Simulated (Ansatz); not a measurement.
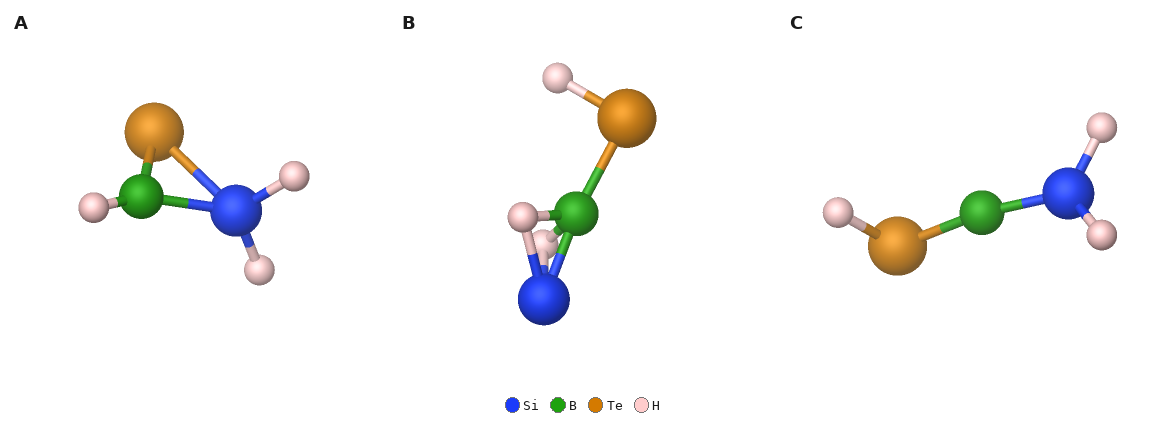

3 stationary structures of one formula. Geometries: PBE0-D4/def2-TZVP. Electronic energies: RHF-CCSD(T) (frozen core)/def2-TZVPP (Ansatz 0.2.0), without zero-point energy. No frequency run is at hand to confirm each as a minimum.

Which structure is the most stable?

Answer. A is lowest (Cs); B lies 34.8 kcal/mol above it, C lies 46.5 kcal/mol above it.
